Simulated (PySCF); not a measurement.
C6H8B2 (SMILES BC1=CC(=C)C=C1B)

```yaml
atoms:
  - { symbol: B, position_ang: [-2.4552, 0.4585, 0.0811] }
  - { symbol: C, position_ang: [-0.9509, 0.2356, -0.1687] }
  - { symbol: C, position_ang: [-0.1974, 0.4077, -1.2743] }
  - { symbol: C, position_ang: [1.1883, 0.0538, -0.9918] }
  - { symbol: C, position_ang: [2.2330, 0.0901, -1.8263] }
  - { symbol: C, position_ang: [1.2004, -0.3533, 0.4063] }
  - { symbol: C, position_ang: [-0.0545, -0.2569, 0.9244] }
  - { symbol: B, position_ang: [-0.4910, -0.5851, 2.3547] }
  - { symbol: H, position_ang: [-2.8422, 1.4982, 0.4541] }
  - { symbol: H, position_ang: [-3.2167, -0.4124, -0.0962] }
  - { symbol: H, position_ang: [-0.5348, 0.7520, -2.2353] }
  - { symbol: H, position_ang: [2.1266, 0.4075, -2.8506] }
  - { symbol: H, position_ang: [3.2214, -0.1965, -1.5066] }
  - { symbol: H, position_ang: [2.0828, -0.6775, 0.9280] }
  - { symbol: H, position_ang: [-1.6110, -0.4571, 2.6726] }
  - { symbol: H, position_ang: [0.3011, -0.9645, 3.1286] }
```

Geometry: GFN2-xTB.

These are results of revPBE/pcSseg-1, SCF density, gas phase, non-relativistic in PySCF, not measurements.

### What can the converged electron density and electron localisation function tell about the bonding?

C–C (1.34 Å): the density is about 2.3 e/Å³ at the midpoint; the ELF peaks at about 0.95 between the atoms (a short, multiple covalent bond).
C–B (1.53 Å): ρ is about 1.5 e/Å³ halfway; the ELF peaks at about 0.95 between the atoms; a covalent bond.
C–H (1.08 Å): ρ is about 2 e/Å³ halfway; the ELF climbs to about 1 towards the hydrogen, as it does in any bond to H (a covalent bond by its length).
C–C (1.46 Å): the density is about 1.8 e/Å³ at the midpoint; the ELF peaks at about 0.95 between the atoms: localised, covalent bonding.

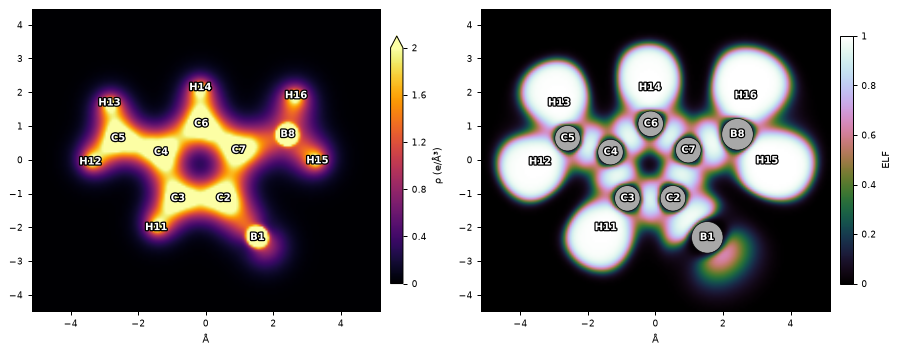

Computed electron density and electron localisation function on the plane of atoms C3, C4 and C6, in this order. Grey discs cover the atomic cores in the ELF map. 
